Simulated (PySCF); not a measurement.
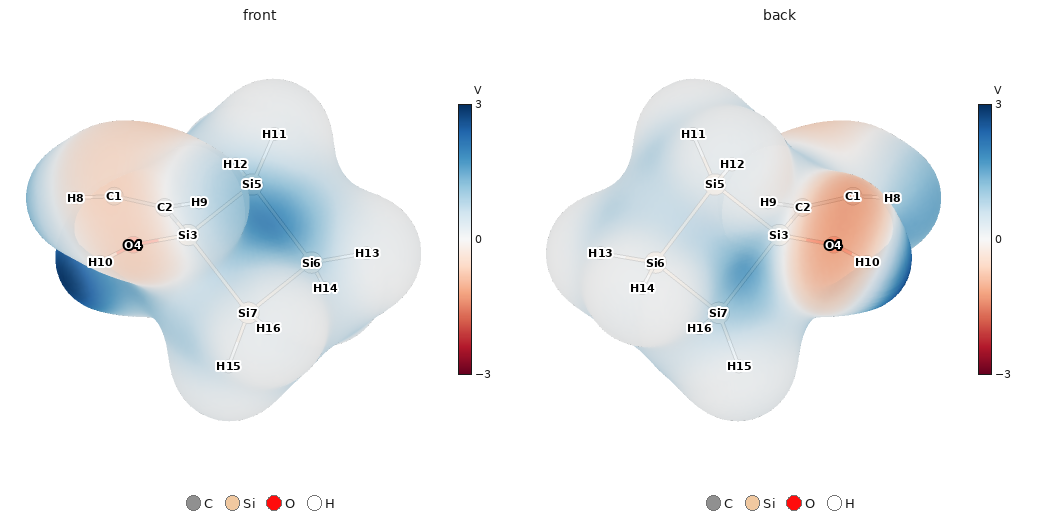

C2H9OSi4 (SMILES [H]/[C]=C\[Si]1(O)[SiH2][SiH2][SiH2]1) (doublet). The electrostatic potential painted on the density surface at 0.002 e/bohr³, seen from the front and from behind; red is negative and blue positive.

Geometry: GFN2-xTB.

Method: UKS B3LYP, pcH-1 on C H O Si, non-relativistic, mean-field spin-orbit, GIAO in PySCF.

| atom | x (Å) | y (Å) | z (Å) |
| --- | --- | --- | --- |
| C | 3.4611 | 0.0610 | -0.2275 |
| C | 2.2962 | 0.6000 | -0.1759 |
| Si | 0.6197 | -0.3839 | -0.0361 |
| O | 0.9248 | -1.9955 | -0.0781 |
| Si | -0.8252 | -0.0406 | 1.7941 |
| Si | -2.4923 | 0.6186 | 0.2622 |
| Si | -1.0443 | 0.3126 | -1.5723 |
| H | 3.8196 | -0.9468 | -0.2037 |
| H | 2.1512 | 1.6701 | -0.2072 |
| H | 1.5404 | -2.3864 | -0.6920 |
| H | -0.3899 | 1.0037 | 2.7359 |
| H | -1.1433 | -1.1671 | 2.6807 |
| H | -3.0181 | 1.9796 | 0.4372 |
| H | -3.7115 | -0.2020 | 0.2399 |
| H | -1.4743 | -0.6310 | -2.6158 |
| H | -0.7217 | 1.5166 | -2.3528 |

### Which sites attract a positive test charge, and which a negative one?

A positive charge is drawn to the negative regions and a negative charge to the positive ones. The most negative region (about −1.2 V) lies over O4, the most positive (about +2.8 V) over H10. O4 is the likeliest acceptor of a hydrogen bond.
